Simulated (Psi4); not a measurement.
**SnCl4 (SMILES [Cl][Sn]([Cl])([Cl])[Cl]): SVWN5/def2-SVP (core potential)**

Aim: the energy change on altering one bond length of SnCl4 at SVWN5/def2-SVP (core potential), from 2 runs. 

Program for the calculation: Psi4 1.11.

22 further runs of the same task are left out: 19 that didn't finish, 3 set aside as unsound or not needed.

## (1) The molecule

The species is SnCl4 (5 atoms), meant as a singlet with charge 0. SMILES: `[Cl][Sn]([Cl])([Cl])[Cl]`. The coordinates come from a PBE0-D4/def2-TZVP relaxation.

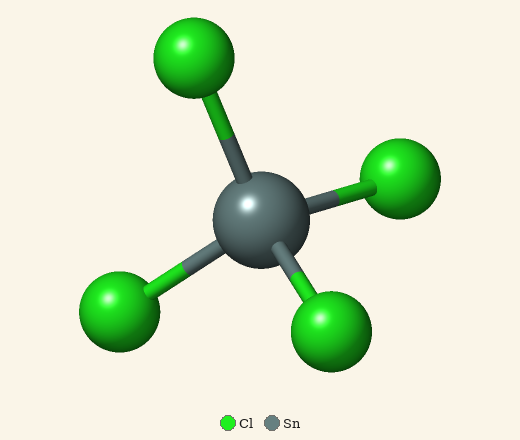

Viewed from a chosen angle; chlorine green, tin teal.

## (2) A single-point energy at SVWN5/def2-SVP (core potential)

Input file cl4sn.xyz:

```xyz
5
Cl4Sn
Cl    -1.096620    -0.161700     2.000940
Sn    -0.000010     0.000000    -0.000030
Cl     1.898840    -1.273760     0.066050
Cl    -1.361990    -0.748170    -1.678550
Cl     0.559780     2.183620    -0.388420
```

Input file run.py:

```python
import psi4

psi4.set_memory(2200000000)
psi4.set_num_threads(1)
psi4.core.set_output_file('run.log', False)

with open('cl4sn.xyz') as f:
    atoms = ''.join(f.readlines()[2:])
mol = psi4.geometry('0 1\n' + atoms + 'symmetry c1')

psi4.set_options({
    'basis': 'def2-SVP',
    'puream': True,
    'e_convergence': 1e-09,
    'd_convergence': 1e-08,
    'scf_type': 'pk',
    'dft_radial_points': 99,
    'dft_spherical_points': 590,
})

e, wfn = psi4.energy("scf", dft_functional={"name": "SVWN5", "x_functionals": {"LDA_X": {}}, "c_functionals": {"LDA_C_VWN": {}}}, return_wfn=True)
psi4.oeprop(wfn, "WIBERG_LOWDIN_INDICES", "MAYER_INDICES", "LOWDIN_CHARGES", title="SCF")
print(f'total energy {e:.8f} hartree = {e * 27.211386:.5f} eV')
```

On the command line:

```bash
python run.py
```

run.log:

```text
[...]
    !!!  WARNING: ECP capability is in beta. Please check occupations closely.  !!!
[...]
  Running in c1 symmetry.
[...]
  Nuclear repulsion =  591.733398551291884
[...]
  Multiplicity = 1
[...]
  Nalpha       = 45
  Nbeta        = 45
[...]
    Number of basis functions: 98
[...]
   @RKS iter   1: -2048.32518091557358   -8.23517e-01   4.64561e-03 DIIS/ADIIS
[...]
   @RKS iter  10: -2048.43153456356231   -7.73070e-12   2.84058e-09 DIIS
[...]
    Orbital Energies [Eh]
    ---------------------
    Doubly Occupied:
       1A   -100.298522     2A   -100.298434     3A   -100.298429
       4A   -100.298426     5A     -9.161311     6A     -9.161220
       7A     -9.161214     8A     -9.161211     9A     -7.026642
      10A     -7.026622    11A     -7.026618    12A     -7.026613
      13A     -7.017362    14A     -7.017360    15A     -7.017356
      16A     -7.017334    17A     -7.017332    18A     -7.017329
      19A     -7.017325    20A     -7.017323    21A     -4.968689
      22A     -3.352631    23A     -3.352630    24A     -3.352630
      25A     -1.031911    26A     -1.031909    27A     -1.031907
      28A     -1.024591    29A     -1.024591    30A     -0.788888
      31A     -0.753580    32A     -0.753573    33A     -0.753569
      34A     -0.503820    35A     -0.384903    36A     -0.384898
[...]
  @RKS Final Energy: -2048.43153456356231
   => Energetics <=
    Nuclear Repulsion Energy =            591.7333985512918844
    One-Electron Energy =               -4096.6945389153643191
    Two-Electron Energy =                1581.3527120114854370
    DFT Exchange-Correlation Energy =    -124.8231062109753964
    Empirical Dispersion Energy =           0.0000000000000000
    VV10 Nonlocal Energy =                  0.0000000000000000
    Total Energy =                      -2048.4315345635623089
[...]
 Multipole Moments:
 ------------------------------------------------------------------------------------
     Multipole            Electronic (a.u.)      Nuclear  (a.u.)        Total (a.u.)
 ------------------------------------------------------------------------------------
 L = 1.  Multiply by 2.5417464519 to convert [e a0] to [Debye]
 Dipole X            :         -0.0005113            0.0004616           -0.0000498
 Dipole Y            :          0.0000887           -0.0000923           -0.0000036
 Dipole Z            :         -0.0014421            0.0012924           -0.0001497
 Magnitude           :                                                    0.0001578
[...]
```

On the terminal:

```text
total energy -2048.43153456 hartree = -55740.66118 eV
```

Run time: 7.8 s. Hardware: 1 thread of Intel Xeon 6975P-C (Granite Rapids), shared host; peak memory 0.51 GiB.

## (3) The distorted shape at the same level

Input file run.py:

```python
import psi4

psi4.set_memory(2200000000)
psi4.set_num_threads(1)
psi4.core.set_output_file('cl4sn.out', False)

m = psi4.geometry("""
Cl    -0.415626     0.212387     2.840205
Sn     0.680984     0.374087     0.839235
Cl     2.579834    -0.899673     0.905315
Cl    -1.361990    -0.748170    -1.678550
Cl     1.240774     2.557707     0.450845
units angstrom
symmetry c1
""")

options = {'basis': 'def2-SVP', 'reference': 'rks', 'puream': True, 'e_convergence': 1e-09, 'd_convergence': 1e-08, 'scf_type': 'pk', 'dft_radial_points': 99, 'dft_spherical_points': 590}
psi4.set_options(options)

e, wfn = psi4.energy("scf", dft_functional={"name": "SVWN5", "x_functionals": {"LDA_X": {}}, "c_functionals": {"LDA_C_VWN": {}}}, return_wfn=True)
psi4.oeprop(wfn, "DIPOLE", "MAYER_INDICES", "MULLIKEN_CHARGES", title="SCF")
print(f'total energy {e:.8f} hartree = {e * 27.211386:.5f} eV')
```

On the command line:

```bash
python run.py
```

cl4sn.out, shortened:

```text
[...]
    !!!  WARNING: ECP capability is in beta. Please check occupations closely.  !!!
[...]
  Running in c1 symmetry.
[...]
  Nuclear repulsion =  537.359501363534491
[...]
  Multiplicity = 1
[...]
  Nalpha       = 45
  Nbeta        = 45
[...]
    Number of basis functions: 98
[...]
   @RKS iter   1: -2048.23643799010279   -1.03607e+00   4.43639e-03 ADIIS/DIIS
[...]
   @RKS iter  15: -2048.33795626189658   -7.00311e-11   9.84624e-09 DIIS
[...]
  @RKS Final Energy: -2048.33795626189658
   => Energetics <=
    Nuclear Repulsion Energy =            537.3595013635344912
    One-Electron Energy =               -3987.7191591189512110
    Two-Electron Energy =                1526.7234102784259449
    DFT Exchange-Correlation Energy =    -124.7017087849060175
    Empirical Dispersion Energy =           0.0000000000000000
    VV10 Nonlocal Energy =                  0.0000000000000000
    Total Energy =                      -2048.3379562618965792
[...]
 Multipole Moments:
 ------------------------------------------------------------------------------------
     Multipole            Electronic (a.u.)      Nuclear  (a.u.)        Total (a.u.)
 ------------------------------------------------------------------------------------
 L = 1.  Multiply by 2.5417464519 to convert [e a0] to [Debye]
 Dipole X            :          7.0663927           -6.2860513            0.7803413
 Dipole Y            :          3.8821056           -3.4534308            0.4286748
 Dipole Z            :          8.7079018           -7.7462799            0.9616219
 Magnitude           :                                                    1.3105004
[...]
  Mulliken Charges: (a.u.)
   Center  Symbol    Alpha    Beta     Spin     Total
       1    CL     8.55400  8.55400  0.00000 -0.10801
       2    SN    10.71235 10.71235  0.00000  0.57531
       3    CL     8.55400  8.55400  0.00000 -0.10800
       4    CL     8.62565  8.62565  0.00000 -0.25131
       5    CL     8.55400  8.55400  0.00000 -0.10800
   Total alpha = 45.00000, Total beta = 45.00000, Total charge = -0.00000
  Mayer Bond Indices:
[...]
```

On the terminal:

```text
total energy -2048.33795626 hartree = -55738.11479 eV
```

Wall time 8.1 s (1 thread of Intel Xeon 6975P-C (Granite Rapids), shared host); peak memory 0.51 GiB.

## (4) Results

Level: SVWN5/def2-SVP (core potential).

```
                                                           quantity           value
                                          first shape: total energy  -2048.43153 Eh
                                         first shape: dipole moment          0.00 D
                                           first shape: HOMO energy        -8.17 eV
                                           first shape: LUMO energy        -4.14 eV
                                         first shape: HOMO–LUMO gap         4.02 eV
                                      distorted shape: total energy  -2048.33796 Eh
                                     distorted shape: dipole moment          3.33 D
                                       distorted shape: HOMO energy        -6.50 eV
                                       distorted shape: LUMO energy        -6.17 eV
                                     distorted shape: HOMO–LUMO gap         0.33 eV
energy change with the Sn2–Cl4 bond stretched from 2.287 to 3.431 Å        2.546 eV
```

What this shows: With the Sn2–Cl4 bond stretched from 2.287 to 3.431 Å the energy rises by 2.55 eV (246 kJ/mol). The first shape isn't relaxed at this level, so the change isn't measured from a minimum. A restricted reference can't describe the breaking bond well at this length.
